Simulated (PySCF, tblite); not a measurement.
# C8H20BO4−: geometry, infrared bands, NMR shifts and electronic excitations

Wanted: the infrared bands, NMR shifts and electronic excitations of C8H20BO4− (`CCO[B-](OCC)(OCC)OCC`), by calculation.

Programs: tblite 0.8.0 and PySCF 2.14.0, with density-fitted response routines of our own. Each step states its level of theory. These are calculated values for one molecule in the gas phase, unless marked as measured. Atoms count from 0, in the outputs and in this text.

## 1. Starting geometry

33 atoms, charge -1, multiplicity 1; geometry from: force field or distance geometry start.

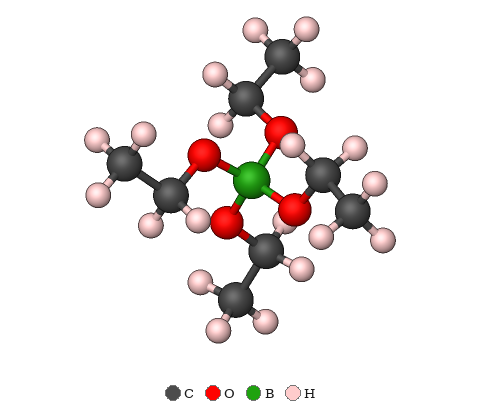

As it starts; carbon dark grey, oxygen red, boron green, hydrogen pink; sticks join atoms by distance.

## 2. Optimising the geometry with GFN2-xTB

The job: settings as JSON, then the geometry in Å.

```
{"job": {"kind": "relax", "xc": "GFN2-xTB", "basis": "xTB"}, "charge": -1, "multiplicity": 1}
C      0.416400     2.212500     2.963500
C     -0.321600     1.432700     1.860500
O      0.615700     0.792200     1.052400
B      0.026100    -0.018100    -0.054500
O     -0.779300    -1.164900     0.481800
C     -0.072000    -2.094400     1.216000
C     -1.028100    -2.974900     2.012200
O     -0.861900     0.851400    -0.844000
C     -1.517600     0.226700    -1.904300
C     -2.558700     1.187700    -2.498800
O      1.145800    -0.582500    -0.847600
C      2.034700     0.353200    -1.350900
C      3.018500    -0.324200    -2.294500
H      1.053200     2.967100     2.508700
H     -0.318000     2.712400     3.620000
H      1.027700     1.546800     3.566100
H     -0.947800     2.114800     1.283000
H     -0.991300     0.680800     2.335800
H      0.547700    -2.722200     0.559300
H      0.629100    -1.583400     1.917100
H     -1.711400    -3.483700     1.342600
H     -1.620800    -2.362400     2.694100
H     -0.465700    -3.707600     2.606200
H     -2.029500    -0.695900    -1.562800
H     -0.800000    -0.063000    -2.687000
H     -3.301200     1.446100    -1.740800
H     -2.061800     2.108000    -2.826700
H     -3.057000     0.729400    -3.350400
H      1.498500     1.154000    -1.892600
H      2.595400     0.845300    -0.525400
H      2.487000    -0.805200    -3.115000
H      3.716200     0.405100    -2.718800
H      3.580900    -1.088300    -1.769500
```

The run is started by

```
> OMP_NUM_THREADS=2 python probes_run.py task.json out
```

The driver reads the jobs from task.json and runs them one after another.

Log:

```text
step      E/eV     max force
  0   -1228.70819    0.760
  1   -1228.73268    0.189
  2   -1228.73531    0.090
  3   -1228.73661    0.041
  4   -1228.73690    0.031
  5   -1228.73713    0.024
  6   -1228.73721    0.021
  7   -1228.73726    0.012
  8   -1228.73729    0.010
  9   -1228.73732    0.011
 10   -1228.73735    0.009
```

Run time: 0.16 s. Hardware: 2 threads of Intel Xeon at 2.60GHz, shared host.

Along the way:

```
step  energy from step 0 (eV)  largest force (eV/Å)
   0                   0.0000                0.7602
   1                  -0.0245                0.1891
   2                  -0.0271                0.0896
   3                  -0.0284                0.0410
   4                  -0.0287                0.0307
   5                  -0.0289                0.0243
   6                  -0.0290                0.0209
   7                  -0.0291                0.0122
   8                  -0.0291                0.0104
   9                  -0.0291                0.0112
  10                  -0.0292                0.0095
```

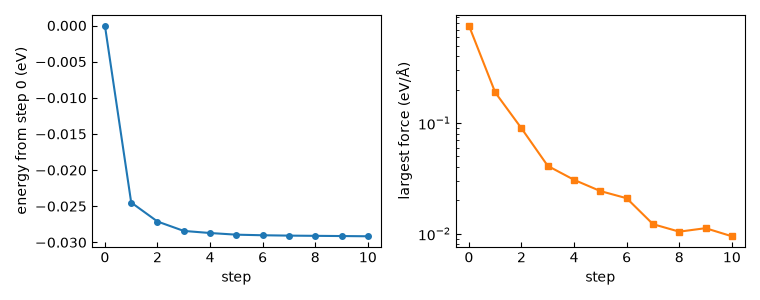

Energy and largest force along the relaxation.

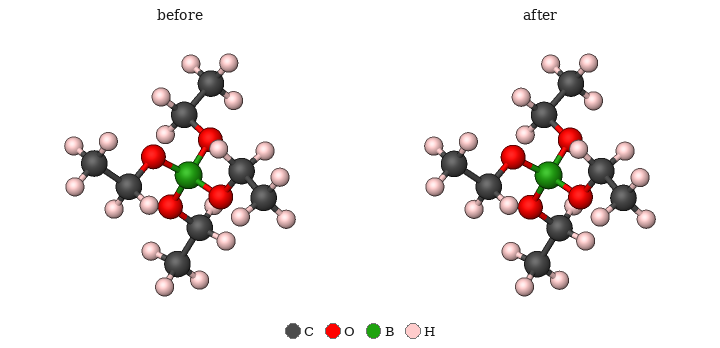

Before and after, at one scale.

Close pairs (by a distance rule), those that changed most:

```
   bond  before (Å)  after (Å)  change (Å)
 C0–H14       1.105      1.090      -0.015
  B3–O4       1.500      1.487      -0.013
  B3–O7       1.472      1.486      +0.013
 C5–H19       1.115      1.103      -0.013
 C1–H16       1.091      1.103      +0.011
C11–H29       1.113      1.103      -0.009
  C0–C1       1.539      1.530      -0.009
  O4–C5       1.380      1.388      +0.008
```

The final coordinates are the input of the step that follows.

## 3. Harmonic vibrations with GFN2-xTB

The job: settings as JSON, then the geometry in Å.

```
{"job": {"kind": "ir", "xc": "GFN2-xTB", "basis": "xTB"}, "charge": -1, "multiplicity": 1}
C      0.407695     2.215857     2.965861
C     -0.316019     1.428810     1.871278
O      0.608964     0.797963     1.050460
B      0.027223    -0.023644    -0.044177
O     -0.777077    -1.159678     0.479066
C     -0.065387    -2.091220     1.222159
C     -1.028037    -2.974432     2.020382
O     -0.869030     0.848505    -0.846225
C     -1.523424     0.230975    -1.903024
C     -2.556469     1.188716    -2.500737
O      1.145797    -0.581172    -0.846894
C      2.037076     0.355631    -1.351615
C      3.024133    -0.324468    -2.302683
H      1.054035     2.963413     2.511981
H     -0.313147     2.710738     3.616526
H      1.025375     1.544769     3.558786
H     -0.946935     2.112787     1.279868
H     -0.990447     0.686933     2.336102
H      0.547815    -2.724746     0.556571
H      0.627517    -1.582749     1.912852
H     -1.705788    -3.488457     1.342378
H     -1.620028    -2.358943     2.693984
H     -0.473792    -3.712070     2.600517
H     -2.022575    -0.688157    -1.558966
H     -0.802461    -0.064773    -2.689067
H     -3.294252     1.446731    -1.744967
H     -2.065667     2.103803    -2.825256
H     -3.057910     0.727773    -3.351618
H      1.496473     1.153583    -1.890165
H      2.590891     0.840380    -0.529656
H      2.481913    -0.803977    -3.114397
H      3.720021     0.405227    -2.716138
H      3.582691    -1.088626    -1.767398
```

Log:

```text
mode    cm-1     km/mol
  1      11.8      0.66
  2      19.3      0.66
  3      20.6      0.74
  4      30.9      1.27
  5      65.0      6.06
  6      67.2      2.90
  7      72.3      1.97
  8      82.4      4.95
  9      83.3      2.65
 10     146.7      0.92
 11     152.3      1.28
 12     180.9      0.02
 13     203.4      0.08
 14     207.0      0.31
 15     211.0      1.00
 16     219.8      1.63
 17     293.6      0.23
 18     302.8      2.40
 19     307.2      3.23
 20     321.2      2.76
 21     334.5     12.69
 22     344.3      3.18
 23     512.8      1.16
 24     515.7      0.86
 25     595.6      0.34
 26     683.2      0.12
 27     819.3     34.70
 28     819.9     24.88
 29     820.7      9.60
 30     821.2      7.54
 31     834.0    364.20
 32     847.0    352.54
 33     849.9    359.23
 34     941.6     68.07
 35     942.2     72.88
 36     944.1    123.04
 37     952.5      1.13
 38    1072.2     52.46
 39    1074.0     57.94
 40    1074.7     53.99
 41    1078.4      1.43
 42    1148.3     93.27
 43    1151.6     87.23
 44    1152.0    103.63
 45    1155.1     56.63
 46    1155.4     19.71
 47    1157.8    120.38
 48    1158.9    132.50
 49    1163.8      0.09
 50    1246.8      0.60
 51    1248.0      1.45
 52    1251.1      1.97
 53    1252.7      6.31
 54    1331.8      0.44
 55    1336.9     14.73
 56    1338.4      9.94
 57    1340.0     19.80
 58    1377.6      0.03
 59    1378.9      3.86
 60    1379.2      2.58
 61    1379.3      2.19
 62    1486.9      0.11
 63    1487.3      0.09
 64    1487.5      0.17
 65    1488.2      0.14
 66    1505.1     11.21
 67    1505.9      9.61
 68    1510.2      0.00
 69    1510.4      0.11
 70    1510.5      0.14
 71    1510.6      0.38
 72    1514.3      0.14
 73    1515.6      0.24
 74    2756.1    110.05
 75    2772.2    102.02
 76    2777.2    113.71
 77    2778.5    112.58
 78    2828.2     93.39
 79    2831.2     10.13
 80    2832.7    175.42
 81    2846.6     90.68
 82    2991.0    126.54
 83    2991.4    108.75
 84    2991.6     86.37
 85    2992.4     53.44
 86    3021.5     40.25
 87    3022.1     63.37
 88    3022.2     55.39
 89    3024.4     65.59
 90    3029.5     28.12
 91    3030.8     50.71
 92    3032.0     37.45
 93    3033.0     48.30
```

Wall time 2.6 s (2 threads of Intel Xeon at 2.60GHz, shared host).

The strongest bands and the atoms that carry them (share of the mass-weighted mode):

```
cm⁻¹  km/mol                         atoms
 834   364.2                       B3 68 %
 847   352.5                       B3 69 %
 850   359.2                       B3 69 %
 944   123.0                      H27 11 %
1158   120.4             C1 23 %, H16 11 %
1159   132.5             C8 21 %, H23 11 %
2833   175.4  H16 52 %, H19 22 %, H17 14 %
2991   126.5                      H27 82 %
```

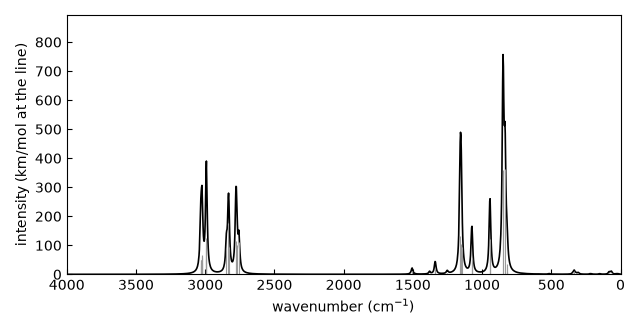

The infrared spectrum from these modes, unscaled. Lines are broadened to a width of 14 cm⁻¹ (Lorentzian).

## 4. Optimising the geometry at PBE0-D3(BJ)/def2-SVP

The job: settings as JSON, then the geometry in Å.

```
{"job": {"xc": "PBE0", "basis": "def2-SVP", "d3": "d3bj", "grid": 1, "shake": 0.01, "kind": "geom"}, "charge": -1, "multiplicity": 1}
C      0.428100     2.190300     2.970040
C     -0.321700     1.424280     1.869120
O      0.588760     0.795640     1.041810
B      0.060450    -0.021390    -0.047700
O     -0.779890    -1.166360     0.468510
C     -0.069300    -2.086400     1.219770
C     -1.018460    -2.976430     2.020620
O     -0.853570     0.853960    -0.851280
C     -1.525250     0.236380    -1.883670
C     -2.559170     1.186280    -2.490710
O      1.136930    -0.584090    -0.838070
C      2.042880     0.356550    -1.344910
C      2.995850    -0.314250    -2.312280
H      1.037350     2.966180     2.518990
H     -0.317590     2.699970     3.616790
H      1.024850     1.558820     3.566260
H     -0.945000     2.123900     1.277810
H     -0.999710     0.692770     2.341930
H      0.545670    -2.732570     0.558860
H      0.602580    -1.575850     1.917770
H     -1.722180    -3.487840     1.332740
H     -1.612460    -2.379280     2.684840
H     -0.466700    -3.700510     2.578940
H     -2.027560    -0.684880    -1.565060
H     -0.786550    -0.076690    -2.685520
H     -3.304740     1.460790    -1.745180
H     -2.069390     2.086620    -2.808440
H     -3.050380     0.735310    -3.340240
H      1.499970     1.147190    -1.898170
H      2.582890     0.854080    -0.544260
H      2.475950    -0.807190    -3.112150
H      3.725770     0.392740    -2.733440
H      3.582650    -1.076490    -1.759830
```

Log:

```text
step   0  E = -641.63605922  max force = 0.041409
step   1  E = -641.64446033  max force = 0.012314
step   2  E = -641.64516295  max force = 0.006113
step   3  E = -641.64530915  max force = 0.001551
step   4  E = -641.64535071  max force = 0.000894
step   5  E = -641.64537855  max force = 0.002153
step   6  E = -641.64539520  max force = 0.002120
step   7  E = -641.64540596  max force = 0.000995
step   8  E = -641.64541892  max force = 0.000414
optimisation converged
```

It took 4.5 min on 2 threads of Intel Xeon at 2.60GHz, shared host; peak memory 2 GiB.

Relaxation path:

```
step  energy from step 0 (eV)  largest force component (eV/Å)
   0                   0.0000                          2.1293
   1                  -0.2286                          0.6332
   2                  -0.2477                          0.3143
   3                  -0.2517                          0.0798
   4                  -0.2528                          0.0460
   5                  -0.2536                          0.1107
   6                  -0.2540                          0.1090
   7                  -0.2543                          0.0512
   8                  -0.2547                          0.0213
```

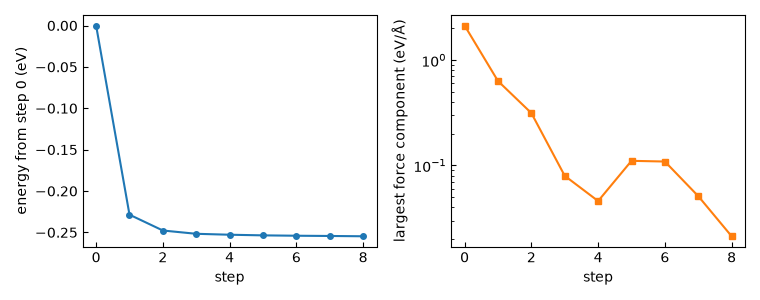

Energy and largest force along the relaxation.

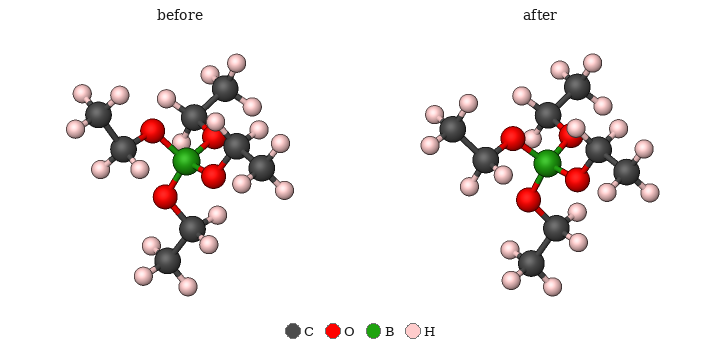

Before and after, at one scale.

Distances of close pairs at the start and the end, largest changes first:

```
   bond  before (Å)  after (Å)  change (Å)
 C0–H15       1.054      1.103      +0.049
  B3–O4       1.511      1.465      -0.046
 C6–H22       1.068      1.104      +0.036
  B3–O7       1.499      1.466      -0.033
 C6–H21       1.073      1.103      +0.030
 C9–H26       1.073      1.103      +0.030
C12–H30       1.074      1.103      +0.029
C11–H29       1.086      1.111      +0.025
```

The next job starts from the end point, and lists it.

```
                         at the end point                value
  point group (found at 0.08 Å tolerance)                   C1
rotational constants (GHz, main isotopes)  0.629, 0.527, 0.521
```

## 5. Shielding tensors: PBE0/pcSseg-1

The job: settings as JSON, then the geometry in Å.

```
{"job": {"kind": "nmr", "xc": "PBE0", "basis": "pcSseg-1"}, "charge": -1, "multiplicity": 1}
C      0.412795     2.366895     2.874178
C     -0.332041     1.503640     1.871450
O      0.561734     0.939471     0.987276
B      0.005550     0.023963    -0.013559
O     -0.644680    -1.136219     0.600422
C      0.157841    -1.990211     1.325044
C     -0.683314    -3.111867     1.908790
O     -1.001109     0.756344    -0.788249
C     -1.687620     0.045407    -1.748270
C     -2.707206     0.947415    -2.421217
O      1.105030    -0.460309    -0.853428
C      1.879450     0.495801    -1.474058
C      2.950843    -0.179261    -2.312152
H      0.968023     3.164119     2.353504
H     -0.272782     2.835073     3.601115
H      1.148926     1.761146     3.428823
H     -1.091283     2.119456     1.343153
H     -0.910815     0.724835     2.416835
H      0.965984    -2.420142     0.696029
H      0.679485    -1.455974     2.151463
H     -1.192486    -3.663553     1.101733
H     -1.464387    -2.702149     2.570363
H     -0.072257    -3.824702     2.488869
H     -2.201819    -0.835890    -1.309794
H     -0.998980    -0.367462    -2.520290
H     -3.413450     1.344747    -1.673920
H     -2.205211     1.809914    -2.889998
H     -3.281414     0.412256    -3.196892
H      1.265012     1.156290    -2.126475
H      2.357979     1.172576    -0.734362
H      2.487867    -0.833231    -3.069589
H      3.592588     0.555083    -2.828167
H      3.587835    -0.814230    -1.674938
```

With the program's defaults for keys left out, this is: GIAO PBE0/pcSseg-1 NMR shielding, non-relativistic, gas phase.

Log:

```text
coarse grid: 26520 points
cycle   1  E = -641.5719658929  dE =  1.455e+00  |g| = 1.263e+00  |ddm| = 4.756e+00
cycle   2  E = -641.0881436997  dE =  4.838e-01  |g| = 2.025e+00  |ddm| = 4.476e+00
cycle   3  E = -641.8996439340  dE = -8.115e-01  |g| = 1.720e-01  |ddm| = 3.315e+00
cycle   4  E = -641.9046615080  dE = -5.018e-03  |g| = 8.465e-02  |ddm| = 1.893e-01
cycle   5  E = -641.9063876940  dE = -1.726e-03  |g| = 7.060e-03  |ddm| = 7.001e-02
cycle   6  E = -641.9063975343  dE = -9.840e-06  |g| = 1.409e-03  |ddm| = 7.968e-03
final grid: 253144 points
cycle   7  E = -642.0203265234  dE = -7.097e-05  |g| = 1.625e-02  |ddm| = 3.574e-02
cycle   8  E = -642.0202865955  dE =  3.993e-05  |g| = 2.191e-02  |ddm| = 2.412e-02
cycle   9  E = -642.0203790177  dE = -9.242e-05  |g| = 1.739e-03  |ddm| = 1.550e-02
cycle  10  E = -642.0203796976  dE = -6.799e-07  |g| = 2.271e-04  |ddm| = 2.513e-03
cycle  11  E = -642.0203797075  dE = -9.888e-09  |g| = 9.214e-05  |ddm| = 2.509e-04
cycle  12  E = -642.0203797092  dE = -1.702e-09  |g| = 1.339e-05  |ddm| = 8.026e-05
cycle  13  E = -642.0203797092  dE = -3.160e-11  |g| = 6.177e-06  |ddm| = 1.624e-05
converged SCF energy = -642.0203797092

GIAO shielding tensors (ppm)
atom      isotropic    diamagn.    paramagn.     s11        s22        s33       span
  0 C      162.455     247.648     -85.193    146.228    156.979    184.158     37.929
  1 C      127.529     242.747    -115.218    106.010    111.207    165.371     59.361
  2 O      277.272     402.660    -125.388    250.890    255.254    325.672     74.783
  3 B      102.431     192.669     -90.238    101.021    101.152    105.120      4.099
  4 O      278.273     402.711    -124.438    250.824    257.854    326.141     75.317
  5 C      127.633     242.691    -115.057    106.111    111.483    165.306     59.195
  6 C      162.518     247.711     -85.193    146.233    157.139    184.182     37.949
  7 O      277.328     402.583    -125.255    250.814    256.087    325.085     74.272
  8 C      127.578     242.700    -115.122    106.213    111.158    165.363     59.150
  9 C      162.474     247.685     -85.211    146.204    157.037    184.181     37.976
 10 O      277.003     402.771    -125.768    250.994    254.669    325.347     74.354
 11 C      127.594     242.577    -114.984    106.170    111.305    165.305     59.135
 12 C      162.482     247.722     -85.241    146.223    157.044    184.178     37.955
 13 H       30.197      30.530      -0.333     26.533     28.806     35.252      8.719
 14 H       30.745      28.339       2.406     26.990     27.880     37.364     10.374
 15 H       30.220      30.725      -0.505     26.520     29.003     35.137      8.617
 16 H       27.642      33.378      -5.736     21.401     29.373     32.151     10.750
 17 H       27.850      33.614      -5.764     22.231     29.052     32.266     10.035
 18 H       27.615      33.451      -5.836     21.312     29.470     32.064     10.752
 19 H       27.883      33.512      -5.629     22.345     28.907     32.396     10.051
 20 H       30.209      30.653      -0.443     26.546     28.880     35.202      8.656
 21 H       30.229      30.726      -0.496     26.522     28.984     35.182      8.660
 22 H       30.748      28.373       2.375     26.990     27.875     37.378     10.388
 23 H       27.592      33.517      -5.925     21.322     29.532     31.922     10.600
 24 H       27.890      33.421      -5.531     22.251     28.913     32.507     10.256
 25 H       30.203      30.666      -0.463     26.532     28.915     35.160      8.628
 26 H       30.222      30.609      -0.388     26.544     28.902     35.219      8.675
 27 H       30.746      28.337       2.409     26.986     27.877     37.374     10.387
 28 H       27.856      33.400      -5.544     22.265     28.879     32.424     10.159
 29 H       27.601      33.378      -5.778     21.301     29.456     32.045     10.744
 30 H       30.227      30.699      -0.472     26.536     28.969     35.175      8.638
 31 H       30.747      28.317       2.431     26.991     27.870     37.381     10.390
 32 H       30.205      30.637      -0.432     26.544     28.879     35.191      8.647
```

Run time: 71 s. Hardware: 2 threads of Intel Xeon at 2.60GHz, shared host; peak memory 2.3 GiB.

The references, computed at this level on geometries of the same kind, shield at (ppm): 1H TMS 31.27, 13C TMS 184.4, 17O H2O 334.6, 11B BF3·OEt2 100.7. Their shielding less the atom's gives the shift. The references are single molecules in the gas phase, so shifts against H2O, NH3, PH3, H3PO4 or CFCl3 are not on the usual liquid scales and can be off by tens of ppm. Atoms listed in one row are averaged.

```
                             atoms                         environment  σ (ppm)  δ (ppm)
                   C1, C5, C8, C11                 sp3 CH2 bonded to O    127.6     56.8
                   C0, C6, C9, C12                       methyl carbon    162.5     21.9
H16, H17, H18, H19, H23 and 3 more  hydrogen on an sp3 CH2 bonded to O    27.74     3.53
H13, H14, H15, H20, H21 and 7 more         hydrogen on a methyl carbon    30.39     0.88
                   O2, O4, O7, O10               oxygen bonded to C, B    277.5     57.1
                                B3                 boron bonded to 4 O    102.4     -1.7
```

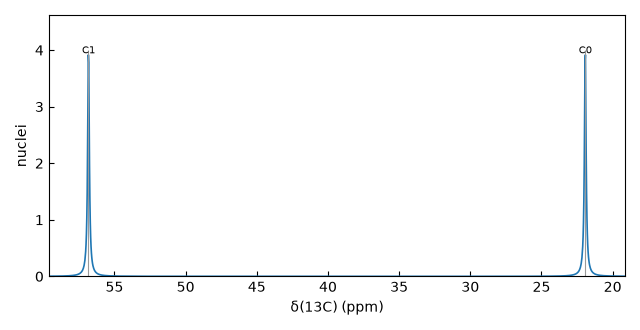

13C lines at the computed shifts, without couplings. Lines are broadened to a width of 0.14 ppm (Lorentzian).

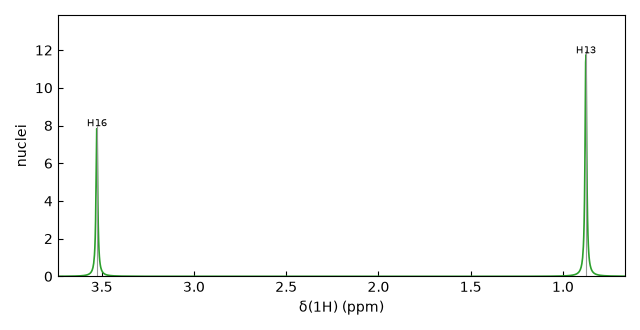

1H lines at the computed shifts, without couplings. Lines are broadened to a width of 0.01 ppm (Lorentzian).

Charges from the same density, by scheme (e):

```
          atoms  Mulliken    IAO  Hirshfeld  ESP fit
C0, C6, C9, C12     -0.28  -0.41      -0.14    -0.50
C1, C5, C8, C11      0.06  -0.01      -0.01     0.57
O2, O4, O7, O10     -0.59  -0.51      -0.23    -0.38
             B3      0.77   0.56       0.19    -0.20
```

IAO charges:

C0 -0.41; C1 -0.01; O2 -0.51; B3 0.56; O4 -0.51; C5 -0.01; C6 -0.41; O7 -0.51; C8 -0.01; C9 -0.41; O10 -0.51; C11 -0.01; C12 -0.41; H13 0.12; H14 0.11; H15 0.12; H16 0.10; H17 0.09; H18 0.10; H19 0.09; H20 0.12; H21 0.12; H22 0.11; H23 0.10; H24 0.09; H25 0.12; H26 0.12; H27 0.11; H28 0.09; H29 0.10; H30 0.12; H31 0.11; H32 0.12

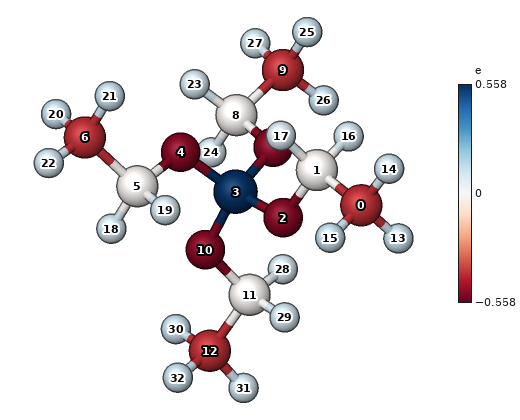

IAO charges, as colours on the atoms.

Mayer bond orders: C0–C1 1.06, C1–O2 0.99, O2–B3 0.85, B3–O4 0.84, O4–C5 0.99, C5–C6 1.05, B3–O7 0.85, O7–C8 0.99, C8–C9 1.06, B3–O10 0.85, O10–C11 0.99, C11–C12 1.05.

(Part 1 of 2 ends here.)
